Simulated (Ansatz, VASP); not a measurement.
**Cross-check of WS2 between VASP and Ansatz**

One calculation is typed for both programs; each brings its own data sets and cutoff. How far apart do they land? The cell is generated by rule, not measured, and may not be a known phase. The cell comes out of the VASP series on this material, whose earlier steps may have relaxed, scaled or displaced it; both programs get it as it stands.

Main program and level: Ansatz 0.2.0; plane waves, with VASP 6.6.1 beside it; band structure at PBEsol, spin-orbit coupling.

The structure was built from a prototype and need not be the compound's stable phase.

## Step 1: The starting structure

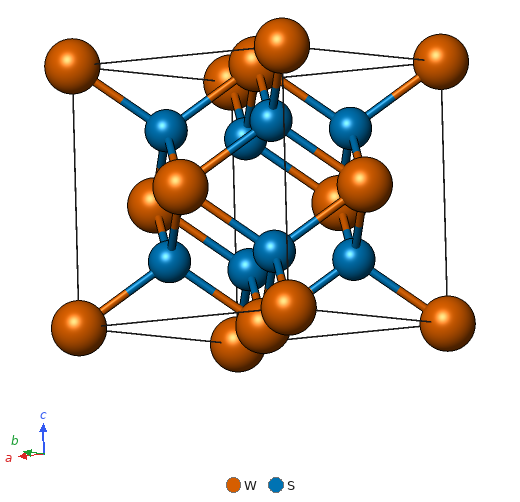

The starting structure, seen from a free direction (tungsten orange, sulfur blue). This picture shows the conventional cell, with its axes. Some periodic images of atoms are drawn too.

## Step 2: Ansatz: band structure, PBEsol, spin-orbit coupling

Ansatz runs on its fully relativistic PAW (standard-fr) files.

Levels along a path test the potential and the projectors away from the mesh points.

Input file input.yaml:

```yaml
crystal:
  lattice:
    - [0.0, 3.00222, 3.00222]
    - [3.00222, 0.0, 3.00222]
    - [3.00222, 3.00222, 0.0]
  atoms:
    - { symbol: W, position: [0.0, 0.0, 0.0] }
    - { symbol: S, position: [0.25, 0.25, 0.25] }
    - { symbol: S, position: [0.75, 0.75, 0.75] }
hamiltonian:
  xc: pbesol
  pseudopotentials: { kind: paw_fr }
magnetization:
  noncollinear: true
  spin_orbit: true
kpoints:
  mp_grid: { grid: [8, 8, 8] }
  band_path:
    path:
      - [0.0, 0.0, 0.0]
      - [0.16667, 0.0, 0.16667]
      - [0.33333, 0.0, 0.33333]
      - [0.5, 0.0, 0.5]
      - [0.5, 0.08333, 0.58333]
      - [0.5, 0.18333, 0.68333]
      - [0.5, 0.25, 0.75]
      - [0.45, 0.3, 0.75]
      - [0.40833, 0.34167, 0.75]
      - [0.35, 0.35, 0.7]
      - [0.225, 0.225, 0.45]
      - [0.075, 0.075, 0.15]
      - [0.03333, 0.03333, 0.03333]
      - [0.23333, 0.23333, 0.23333]
      - [0.4, 0.4, 0.4]
      - [0.51667, 0.46667, 0.51667]
      - [0.55833, 0.38333, 0.55833]
      - [0.60833, 0.28333, 0.60833]
      - [0.60833, 0.25, 0.64167]
      - [0.55833, 0.25, 0.69167]
      - [0.51667, 0.25, 0.73333]
      - [0.5, 0.3, 0.7]
      - [0.5, 0.38333, 0.61667]
      - [0.5, 0.48333, 0.51667]
      - [0.475, 0.475, 0.55]
      - [0.425, 0.425, 0.65]
      - [0.38333, 0.38333, 0.73333]
      - [0.59167, 0.18333, 0.59167]
      - [0.55, 0.1, 0.55]
      - [0.5, 0.0, 0.5]
    npoints: 1
scf:
  occupations: { method: gaussian, width: 0.02 }
  n_extra_bands: 14
output:
  forces: true
  stress: true
  eigenvalues: true
  write_density: true
  write_potential: true
  elf: true
  volumetric_format: npy
```

Launch:

```sh
> ansatz run input.yaml --threads 2 --pin off --max-ram 4608MiB --backend cpu --events-out ev --progress --plain --runs-dir out
```

Numbers of over 12 decimals in the logs are rounded to 6 here.

Log:

```text
scf.n_extra_bands = 14 over 26 filled bands (N_el = 26.0): the run solves 40 bands
Engine: ansatz 0.2.0, aarch64-unknown-linux-gnu
Pseudopotentials: kind: paw_fr
Pseudopotential: W, paw_fr, valence charge 14, recommended cutoff 420 eV (normal), W.paw.azcp#standard-fr
Pseudopotential: S, paw_fr, valence charge 6, recommended cutoff 420 eV (normal), S.paw.azcp#standard-fr
Functional definition: PBEsol
  exchange = pbesol_x
  correlation = pbesol_c
non-collinear run that drives no moment, with spin-orbit: no starting moment large enough to seed its density (crystal.atoms[].spin), no starting occupations that ask for one, no magnetisation constraint and no magnetic field, so the semilocal B_xc is pinned to zero
Crystal: 3 atoms, lattice volume = 54.120 Å³
Basis set: ecut = 420 eV, 1067 PW (Γ), exchange–correlation on 60×60×60 points (8 copies of the dense FFT grid, shifted against one another)
Bands: 40, of which v1, the nominal top of the filled ones, is band 26 counted from 1 (25 counted from 0)
Symmetry: 48 space group operations + 48 with time reversal
Magnetic group: BNS 225.117 (UNI 1619), of the structure as read, at distance tolerance 3.8e-5 Å
k-points: 29 of 512
Projection manifold: j_resolved (fully-relativistic pseudo-atomic orbitals)
Non-local potential: W, projectors of the file, l = 0: 3, l = 1: 4, l = 2: 4, l = 3: 2
Non-local potential: S, projectors of the file, l = 0: 2, l = 1: 4, l = 2: 4
PAW form: soft (Blöchl's): semilocal exchange-correlation on the pseudo side does not see the compensation charge
PAW frozen core: W, regenerated for the run's functional, and the local potential with it (the file was generated under x = pbe(κ = 0.804, μ = 0.219515), c = pbe(β = 0.066725))
PAW frozen core: S, regenerated for the run's functional, and the local potential with it (the file was generated under x = pbe(κ = 0.804, μ = 0.219515), c = pbe(β = 0.066725))
PAW one-centre angular grid: W, 590 points (default); XC on 64 Gauss nodes
PAW one-centre angular grid: S, 110 points (default); XC on 64 Gauss nodes
Initial density: superposition of atomic densities (chi_scale 0.1, normalization cell, long waves kept (reshape's long-wave potential 0.00 eV rms))
Initial wavefunctions: pseudopotential atomic-orbital guess
Functional: x = pbesol(κ = 0.804, μ = 0.123457), c = pbesol(β = 0.046)
SCF iter   1: F=—  HF=-12050.707039 eV  |F-HF|=—  |Δ(HF+E_count)|=         —  Δρ=3.73e-2  dr2=6.27e-1  dr2_m=0.00e0 (ungated)  ethr=3.10e-3  |M|=0.00e0 ∫|m|=0.00e0 μB  |m|>n=0.0e0 m-floor=0.0e0 τ_xc=0.0e0  β_m=0.30  ⟨swp⟩=6.2  Hψ=2856  notcnv=0  defer=70
preconditioner: auto → none  [insulator: Δε(μ)=0.020 eV  Ē_g=9.989 eV  σ=0.020 eV  W_gap=0.52  n_scr=14 (ndim 8)  ℏωp=21.4 eV  f_vac=0.000  D(μ)=4.17/eV (n_scr^D=58)  ε∞_Penn≈5.6]
SCF iter   2: F=—  HF=-12050.621807 eV  |F-HF|=—  |Δ(HF+E_count)|=   8.52e-2  Δρ=2.45e-2  dr2=2.70e-1  dr2_m=0.00e0 (ungated)  ethr=2.41e-3  |M|=0.00e0 ∫|m|=0.00e0 μB  |m|>n=0.0e0 m-floor=0.0e0 τ_xc=0.0e0  β_m=0.32  ⟨swp⟩=2.0  Hψ=808  notcnv=0  defer=182
SCF iter   3: F=—  HF=-12050.591246 eV  |F-HF|=—  |Δ(HF+E_count)|=   3.06e-2  Δρ=1.68e-2  dr2=1.19e-1  dr2_m=0.00e0 (ungated)  ethr=1.04e-3  |M|=0.00e0 ∫|m|=0.00e0 μB  |m|>n=0.0e0 m-floor=0.0e0 τ_xc=0.0e0  β_m=0.30  ⟨swp⟩=2.2  Hψ=688  notcnv=0  defer=182
SCF iter   4: F=—  HF=-12050.567514 eV  |F-HF|=—  |Δ(HF+E_count)|=   2.37e-2  Δρ=3.74e-3  dr2=5.34e-3  dr2_m=0.00e0 (ungated)  ethr=4.57e-4  |M|=0.00e0 ∫|m|=0.00e0 μB  |m|>n=0.0e0 m-floor=0.0e0 τ_xc=0.0e0  β_m=0.51  ⟨swp⟩=2.3  Hψ=801  notcnv=0  defer=186
SCF iter   5: F=—  HF=-12050.567309 eV  |F-HF|=—  |Δ(HF+E_count)|=   2.05e-4  Δρ=1.40e-3  dr2=2.16e-3  dr2_m=0.00e0 (ungated)  ethr=2.05e-5  |M|=0.00e0 ∫|m|=0.00e0 μB  |m|>n=0.0e0 m-floor=0.0e0 τ_xc=0.0e0  β_m=0.57  ⟨swp⟩=2.3  Hψ=843  notcnv=0  defer=184
SCF iter   6: F=—  HF=-12050.567052 eV  |F-HF|=—  |Δ(HF+E_count)|=   2.57e-4  Δρ=1.73e-4  dr2=2.40e-5  dr2_m=0.00e0 (ungated)  ethr=8.29e-6  |M|=0.00e0 ∫|m|=0.00e0 μB  |m|>n=0.0e0 m-floor=0.0e0 τ_xc=0.0e0  β_m=0.59  ⟨swp⟩=1.2  Hψ=507  notcnv=0  defer=184
SCF iter   7: F=—  HF=-12050.567052 eV  |F-HF|=—  |Δ(HF+E_count)|=   1.65e-8  Δρ=5.00e-5  dr2=1.12e-6  dr2_m=0.00e0 (ungated)  ethr=9.24e-8  |M|=0.00e0 ∫|m|=0.00e0 μB  |m|>n=0.0e0 m-floor=0.0e0 τ_xc=0.0e0  β_m=0.70  ⟨swp⟩=2.0  Hψ=677  notcnv=0  defer=184
SCF iter   8: F=-12050.567052 eV  HF=-12050.567052 eV  |F-HF|=2.80e-8  |Δ(HF+E_count)|=   3.72e-8  Δρ=1.05e-5  dr2=5.49e-8  dr2_m=0.00e0 (ungated)  ethr=3.85e-10  |M|=0.00e0 ∫|m|=0.00e0 μB  |m|>n=0.0e0 m-floor=0.0e0 τ_xc=0.0e0  ⟨swp⟩=13.6  Hψ=4149  notcnv=0
SCF 1 converged in 8 iterations: F = -12050.567052 eV  dr2 = 5.49e-8
  greatest PAW one-centre occupation: 1.000 electrons in one spin orbital (limit 2), on the W atom at site 0 (counted from 0), in its partial waves of l = 0
NSCF: frozen V_eff on 30 k-points
SCF converged after 8 iterations
Magnetization: |M| = 0.0000 μB,  M = (+0.0000, +0.0000, +0.0000) μB
Absolute magnetization: 0.0000 μB (∫|m|)
  site 0: m = (+0.0000, +0.0000, +0.0000) μB, |m| = 0.0000 μB  (R = 1.07 Å)
  site 1: m = (+0.0000, +0.0000, +0.0000) μB, |m| = 0.0000 μB  (R = 1.07 Å)
  site 2: m = (+0.0000, +0.0000, +0.0000) μB, |m| = 0.0000 μB  (R = 1.07 Å)
Free energy (F): -12050.567052 eV
Harris-Foulkes:  -12050.567052 eV  (|F-HF|=2.80e-8)
Internal energy: -12050.566510 eV  (E = F + TS)
E sigma→0 (E₀):  -12050.566781 eV
Entropy (-TS):   -0.000542 eV (-0.181 meV/atom)
Fermi energy:    11.381645 eV
--- Per-component energies (eV) ---
  E_band       = -186.028429
  E_kinetic    = 658.576461
  E_local      = -1237.929041  (includes V_loc(G=0)·N_el)
  E_nonlocal   = 56.805705
  E_hartree    = 441.267836
  E_xc         = -454.501139
  E_vxc        = -409.961813  (∫ρ·V_xc dr)
  E_paw        = -9624.597427  (= ΣΔE_a)
  E_vpaw       = -136.061930  (= ΣTr[D̂ρ^β])
  E_aug_tail   = -0.000056  (compensation charges beyond the density's cutoff)
  E_ewald      = -1890.539568
  E_core_change = 0.350719  (= ΣΔE_core)
  E_smearing   = -0.000542  (= −TS)
  E_closure    = 0.000000  (closes the sum)
  Σ components = -12050.567052   (vs F -12050.567052, Δ=0.00e0)
--- Forces (eV/Å), atoms counted from 1 ---
  atom   1  W     -0.00000000    -0.00000000     0.00000000
  atom   2  S      0.00000000    -0.00000000     0.00000000
  atom   3  S      0.00000000    -0.00000000    -0.00000000
  max |Σ_I F_I| component: 7.86e-17 eV/Å
--- Stress (GPa, compression-positive) ---
      -12.995332       0.000000       0.000000
        0.000000     -12.995332      -0.000000
       -0.000000      -0.000000     -12.995332
  P = ⅓ Tr σ = -12.9953 GPa (-129.953 kbar)
--- Band table (eV; the first three rows and the last of 29) ---
  k-point 0: bands = [... 22 lower, 10.5483, 10.5483, 10.7458, 10.7458, 10.7458, 10.7458, 15.3765, 15.3765, ... 10 higher]
  k-point 1: bands = [... 22 lower, 10.0043, 10.0043, 11.3266, 11.3266, 11.5112, 11.5112, 14.2768, 14.2768, ... 10 higher]
  k-point 2: bands = [... 22 lower, 9.0027, 9.0027, 11.4638, 11.4638, 11.7954, 11.7954, 13.2920, 13.2920, ... 10 higher]
  k-point 28: bands = [... 22 lower, 11.2528, 11.2528, 11.7246, 11.7246, 11.8622, 11.8622, 13.3955, 13.3955, ... 10 higher]
```

Elapsed: 19 s, on 2 threads of Arm Neoverse N1, shared host; peak memory 0.48 GiB.

## Step 3: VASP: band structure, PBEsol, spin-orbit coupling

The same cell, functional, mesh and smearing now go to VASP, with its own data sets and cutoff.

Lines of VASP's logs that name or quote its potential files are left out, and so is its time.

Input file INCAR:

```
SYSTEM = WS2
PREC = Accurate
ENCUT = 400
EDIFF = 1E-06
NELM = 100
ISMEAR = 0
SIGMA = 0.02
LREAL = .FALSE.
ALGO = Normal
GGA = PS
LNONCOLLINEAR = .TRUE.
MAGMOM = 0 0 0 0 0 0 0 0 0
NBANDS = 30
GGA_COMPAT = .FALSE.
LASPH = .TRUE.
LSORBIT = .TRUE.
LMAXMIX = 4
LORBIT = 11
LWAVE = .FALSE.
LCHARG = .FALSE.
KPAR = 4
ISIF = 2
```

Input file POSCAR:

```
WS2
1.0
    0.0000000000      3.0022200000      3.0022200000
    3.0022200000      0.0000000000      3.0022200000
    3.0022200000      3.0022200000      0.0000000000
W S
1 2
Direct
    0.0000000000      0.0000000000      0.0000000000
    0.2500000000      0.2500000000      0.2500000000
    0.7500000000      0.7500000000      0.7500000000
```

Input file KPOINTS:

```
Automatic mesh
0
Gamma
8 8 8
0 0 0
```

Input file KPOINTS_OPT:

```
Line mode
16
Line-mode
Reciprocal
  0.00000000   0.00000000   0.00000000 GAMMA
  0.50000000   0.00000000   0.50000000 X

  0.50000000   0.00000000   0.50000000 X
  0.50000000   0.25000000   0.75000000 W

  0.50000000   0.25000000   0.75000000 W
  0.37500000   0.37500000   0.75000000 K

  0.37500000   0.37500000   0.75000000 K
  0.00000000   0.00000000   0.00000000 GAMMA

  0.00000000   0.00000000   0.00000000 GAMMA
  0.50000000   0.50000000   0.50000000 L

  0.50000000   0.50000000   0.50000000 L
  0.62500000   0.25000000   0.62500000 U

  0.62500000   0.25000000   0.62500000 U
  0.50000000   0.25000000   0.75000000 W

  0.50000000   0.25000000   0.75000000 W
  0.50000000   0.50000000   0.50000000 L

  0.50000000   0.50000000   0.50000000 L
  0.37500000   0.37500000   0.75000000 K

  0.62500000   0.25000000   0.62500000 U
  0.50000000   0.00000000   0.50000000 X
```

The projector-augmented-wave data sets are W and S (PBE family, release 64).

Launch:

```sh
> mpirun -np 4 vasp_ncl
```

Log:

```text
[banner, memory and clock lines left out]
running    4 mpi-ranks, on    1 nodes
 distrk:  each k-point on    1 cores,    4 groups
 distr:  one band on    1 cores,    1 groups

 POSCAR found type information on POSCAR W S
 POSCAR found :  2 types and       3 ions
|                                                                             |
|               ----> ADVICE to this user running VASP <----                  |
|                                                                             |
|     You enforced a specific xc type in the INCAR file but a different       |
|     [... a line on the potential file left out ...]
|     I HOPE YOU KNOW WHAT YOU ARE DOING!                                     |
|                                                                             |

 LDA part: xc-table for (Slater+PW92), standard interpolation
 POSCAR, INCAR and KPOINTS ok, starting setup
 FFT: planning ... GRIDC
 FFT: planning ... GRID_SOFT
 FFT: planning ... GRID
 WAVECAR not read
 entering main loop
       N       E                     dE             d eps       ncg     rms          rms(c)
DAV:   1     0.642705047605E+02    0.64271E+02   -0.67433E+03  1772   0.855E+02
DAV:   2    -0.181748766578E+02   -0.82445E+02   -0.77518E+02  2146   0.208E+02
DAV:   3    -0.244080148585E+02   -0.62331E+01   -0.60266E+01  2314   0.541E+01
DAV:   4    -0.245372837837E+02   -0.12927E+00   -0.12879E+00  2246   0.841E+00
DAV:   5    -0.245401050506E+02   -0.28213E-02   -0.28203E-02  2288   0.119E+00    0.199E+01
DAV:   6    -0.231925879817E+02    0.13475E+01   -0.52925E+00  2410   0.151E+01    0.834E+00
DAV:   7    -0.229096812777E+02    0.28291E+00   -0.15576E+00  2354   0.925E+00    0.745E+00
DAV:   8    -0.228357570455E+02    0.73924E-01   -0.27582E-01  2236   0.380E+00    0.119E+00
DAV:   9    -0.228243264378E+02    0.11431E-01   -0.24510E-02  2138   0.121E+00    0.350E-01
DAV:  10    -0.228234287945E+02    0.89764E-03   -0.18888E-03  2220   0.249E-01    0.269E-01
DAV:  11    -0.228230165984E+02    0.41220E-03   -0.14045E-03  2064   0.219E-01    0.854E-02
DAV:  12    -0.228229659263E+02    0.50672E-04   -0.18511E-04  2358   0.779E-02    0.345E-02
DAV:  13    -0.228229709871E+02   -0.50608E-05   -0.70324E-06  1976   0.240E-02    0.301E-02
DAV:  14    -0.228229771319E+02   -0.61448E-05   -0.10455E-05  1992   0.211E-02    0.113E-02
DAV:  15    -0.228229737583E+02    0.33736E-05   -0.76366E-06  2298   0.190E-02    0.154E-03
DAV:  16    -0.228229738168E+02   -0.58485E-07   -0.56869E-07  1234   0.513E-03
   1 F= -.22822974E+02 E0= -.22822737E+02  d E =-.472825E-03  mag=     0.0000    -0.0000     0.0000
 Start KPOINTS_OPT (optional k-point list driver)
k-point batch [1-29\160]
       N       E                     dE             ncg
DAV:   1     0.283752838328E+04   -0.77179E+04     1756
DAV:   2     0.514758846781E+03   -0.23228E+04     2192
DAV:   3     0.351694573448E+03   -0.16306E+03     2234
DAV:   4     0.348367790457E+03   -0.33268E+01     2204
DAV:   5     0.348291853525E+03   -0.75937E-01     2288
DAV:   6     0.348289085244E+03   -0.27683E-02     2260
DAV:   7     0.348289011412E+03   -0.73833E-04     2298
DAV:   8     0.348289008655E+03   -0.27570E-05     1964
DAV:   9     0.348289008520E+03   -0.13498E-06     1446
[...]
k-point batch [146-160\160]
       N       E                     dE             ncg
DAV:   1     0.821368257467E+04   -0.65969E+04      908
DAV:   2     0.704808951282E+04   -0.11656E+04     1130
DAV:   3     0.696896137211E+04   -0.79128E+02     1154
DAV:   4     0.696748375953E+04   -0.14776E+01     1138
DAV:   5     0.696745366617E+04   -0.30093E-01     1176
DAV:   6     0.696745284813E+04   -0.81804E-03     1170
DAV:   7     0.696745282129E+04   -0.26832E-04     1176
DAV:   8     0.696745282030E+04   -0.99814E-06     1002
```

[end of part 1 of 2]

[Lines on the potential files, build, host, timing and source positions are cut from VASP's logs without a mark.]

[Logs are printed without paths, hosts, clocks, repeated set-up lines and the standing remarks that a program may print on its own settings, such as how far it seeks lower states.]

[Hosts, paths, dates, database ids (printed as entryN), source tags and the programs' standing remarks are cut or masked in the printed files.]
